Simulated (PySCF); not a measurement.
## Electronic structure of C4H10F2SSi (SMILES C[SiH2]SCCC(F)F) in real space

Input file:

```
{"job": {"kind": "nmr", "xc": "PBE0", "basis": "pcSseg-1"}, "charge": 0, "multiplicity": 1}
C      3.468913     0.914377    -0.521992
Si     2.130937    -0.319544    -0.026324
S      0.310532     0.346494    -0.969120
C     -0.844813    -0.913991    -0.310823
C     -2.272935    -0.598050    -0.724841
C     -2.759896     0.688529    -0.078889
F     -2.830200     0.552177     1.269975
F     -4.017464     0.983490    -0.488971
H      3.286073     1.889619    -0.080159
H      3.509370     1.044209    -1.599516
H      4.442565     0.573328    -0.186545
H      1.869935    -0.342600     1.412096
H      2.386178    -1.674547    -0.515165
H     -0.542197    -1.881586    -0.709033
H     -0.755774    -0.922374     0.775242
H     -2.935141    -1.410779    -0.416584
H     -2.337858    -0.475228    -1.806675
H     -2.116986     1.552794    -0.299094
```

Launched as:

```sh
OMP_NUM_THREADS=1 python probes_run.py task.json out
```

Geometry: GFN2-xTB.

Level of theory: PBE0/pcSseg-1, SCF density, gas phase, non-relativistic in PySCF 2.14.0.

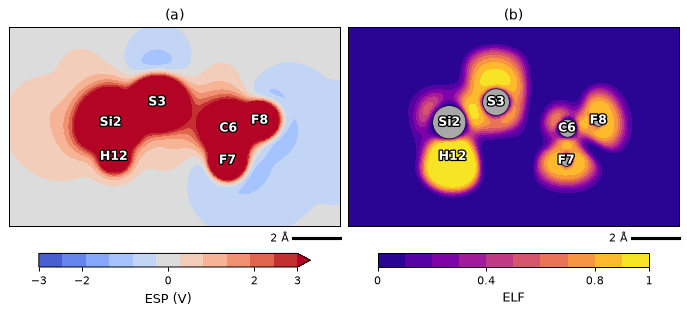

Figure 1. (a) electrostatic potential; (b) electron localisation function on the plane of atoms F7, C6 and F8. Grey discs cover the atomic cores in the ELF map.

Q: What does the map show?

A:
- Atoms in the plane: Si, S, C, F and H.
- C–F (1.36 Å): the ELF peaks at about 0.85 between the atoms, as expected for a shared but strongly polarised pair.
- Si–S (2.16 Å): the ELF peaks at about 0.95 between the atoms; localised, covalent bonding.
- Si–H (1.46 Å): the ELF climbs to about 1 towards the hydrogen, as it does in any bond to H.
- The ELF also peaks beside F7, F8 and S3, away from the bonds: lone-pair regions.
- Outside the dense part of the molecule the potential is most negative (−1.1 V) near F8.

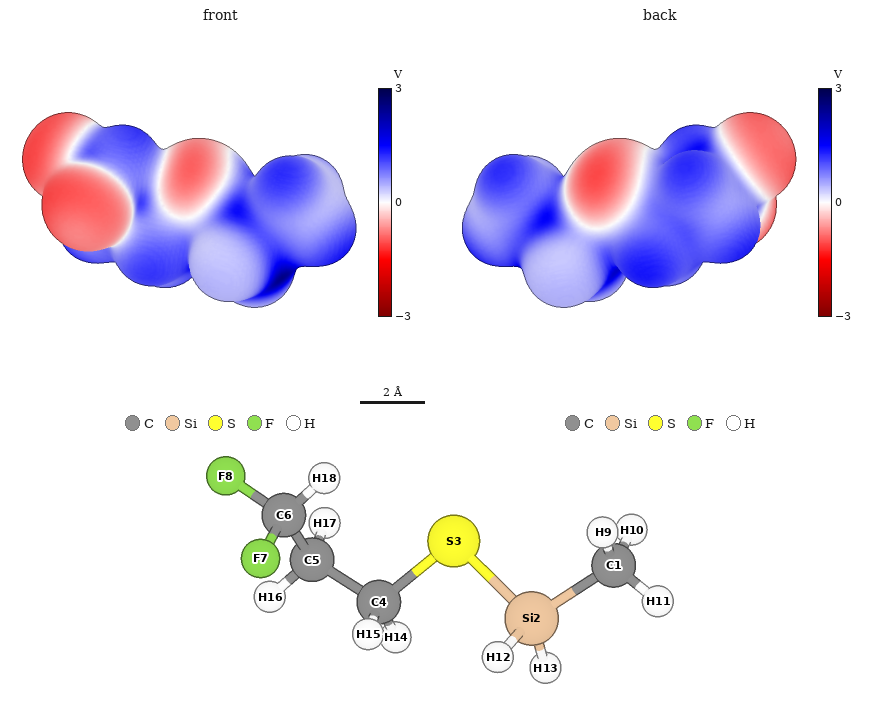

Figure 2. The molecular electrostatic potential painted on the density surface at 0.004 e/bohr³, seen from the front and from behind; the colour scale runs from red (negative) to blue (positive). The bare structure is drawn below in the same view.

Q: Describe the electrostatic potential map.

A: The most negative region (about −1.1 V) lies over S3, F7 and F8, the most positive (about +2.2 V) over Si2.
